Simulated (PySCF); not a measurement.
C4H9NP2Si (SMILES N#CCC/P=P/C[SiH3])

```yaml
atoms:
  - { symbol: N, position_ang: [-2.7020, -2.2826, 1.3649] }
  - { symbol: C, position_ang: [-2.7237, -1.2151, 0.9558] }
  - { symbol: C, position_ang: [-2.7473, 0.1164, 0.4074] }
  - { symbol: C, position_ang: [-1.9729, 0.1650, -0.9121] }
  - { symbol: P, position_ang: [-0.1915, -0.4205, -0.8512] }
  - { symbol: P, position_ang: [0.3260, 0.0712, 1.0523] }
  - { symbol: C, position_ang: [2.0910, -0.4760, 1.0545] }
  - { symbol: Si, position_ang: [3.2625, 0.8158, 0.2704] }
  - { symbol: H, position_ang: [-2.3029, 0.8010, 1.1364] }
  - { symbol: H, position_ang: [-3.7897, 0.4082, 0.2425] }
  - { symbol: H, position_ang: [-1.9724, 1.1878, -1.3013] }
  - { symbol: H, position_ang: [-2.4739, -0.4635, -1.6552] }
  - { symbol: H, position_ang: [2.1845, -1.4269, 0.5311] }
  - { symbol: H, position_ang: [2.3720, -0.6401, 2.0964] }
  - { symbol: H, position_ang: [4.6325, 0.3332, 0.4462] }
  - { symbol: H, position_ang: [3.0800, 2.1007, 0.9494] }
  - { symbol: H, position_ang: [2.9210, 0.9374, -1.1479] }
```

Geometry: GFN2-xTB.

Level of theory: PySCF 2.14.0, wB97X-D/def2-SVPD, SCF density, gas phase.

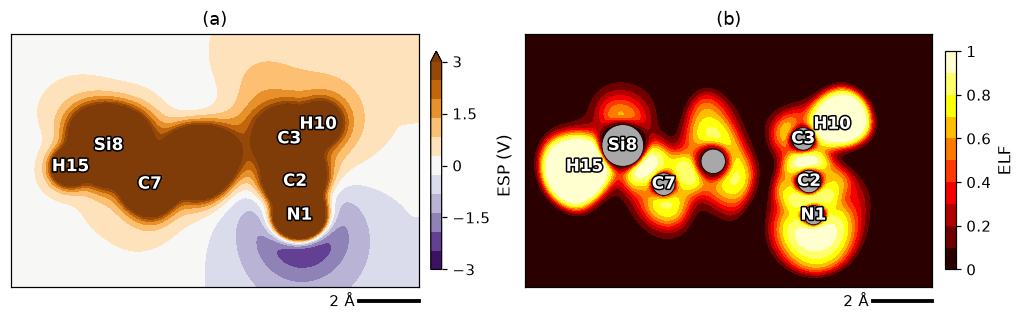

Figure 1. (a) molecular electrostatic potential; (b) ELF on the plane of atoms C2, C3 and H10. Grey discs cover the atomic cores in the ELF map.

> What does the map show?

The section cuts through N, C, Si and H sites. C–N (1.14 Å): the ELF peaks at about 0.90 between the atoms: a short, multiple covalent bond. C–C (1.44 Å): the ELF peaks at about 0.95 between the atoms: a covalent bond. C–Si (1.91 Å): the ELF peaks at about 0.95 between the atoms, as expected for a covalent bond. C–H (1.09 Å): the ELF climbs to about 1 towards the hydrogen, as it does in any bond to H; an ordinary covalent bond to hydrogen. The ELF also peaks beside N1, away from the bonds: lone-pair regions. Outside the dense part of the molecule the potential is most negative (−2.3 V) near N1.

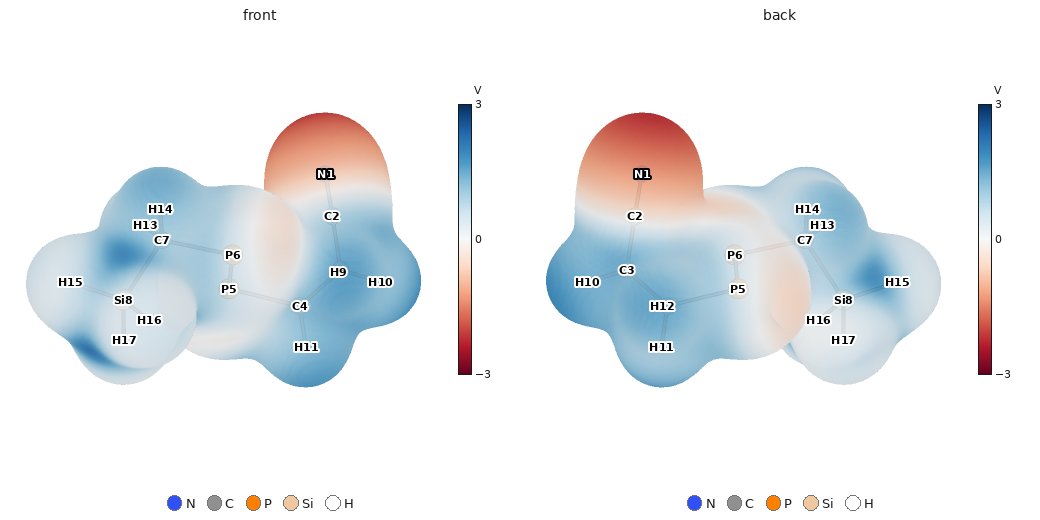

Figure 2. The molecular electrostatic potential painted on the density surface at 0.004 e/bohr³, seen from the front and from behind; red is negative and blue positive.

> Which sites attract a positive test charge, and which a negative one?

A positive charge is drawn to the negative regions and a negative charge to the positive ones. The most negative region (about −2.1 V) lies over N1, the most positive (about +2.0 V) over Si8. N1 is the likeliest acceptor of a hydrogen bond.

> What dipole moment does the calculation give?

Its dipole moment is 3.52 D.
